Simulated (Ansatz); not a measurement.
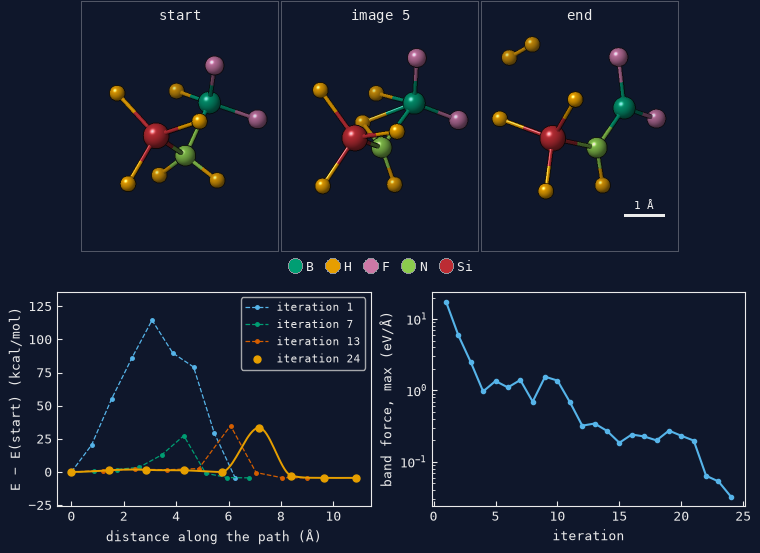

NEB run on BSiNH$_{6}$F$_{2}$. Images are numbered from 0 (start) to 8 (end). The plot follows the band through its iterations. Style: ball-and-stick. Shown from a free direction.

The calculation used Ansatz, RKS PBE0-D4/def2-SVP. Settings: 7 movable images; climbing image; force threshold 0.05 eV/Å; iteration limit 60; starting path through a guess of the saddle point.

Question: Did the band converge, and can the barrier be trusted?

Answer: The run is converged, with reservations. The band converged in 24 iterations. The largest component of the band force went from 18 to 0.033 eV/Å. The climbing image converged on the top of the path. Its vibrational analysis gives one imaginary mode (1410i cm⁻¹), as a transition state must have. The first iteration put the highest image at 114.5 kcal/mol. The highest point, image 5, lies 33.4 kcal/mol above the start and 37.8 kcal/mol above the end; the end is at −4.5 kcal/mol relative to the start. The profile has 2 maxima (images 2, 5) with a dip at image 4 (0.0 kcal/mol), so the process runs in steps.

Cost: 6.8 min on 2 threads of Arm Neoverse V2, with other jobs on the host, peak memory 0.23 GiB.
